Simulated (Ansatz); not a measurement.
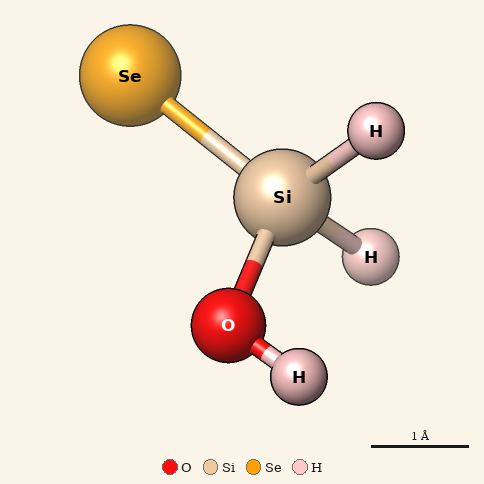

Distant atoms are faded towards the background colour. State: charge −1, singlet. The computed structure is the end point of a PBE0-D4/def2-TZVPD optimisation. No frequency run is at hand to confirm it as a minimum. Masses are those of the most abundant isotopes; constants are for the rigid equilibrium geometry.

What kind of rotor is it, and what are its rotational constants in cm⁻¹?

An asymmetric top (Cs): A = 0.692, B = 0.0822, C = 0.0753 cm⁻¹. Ray's parameter κ is −0.98, close to the prolate limit.
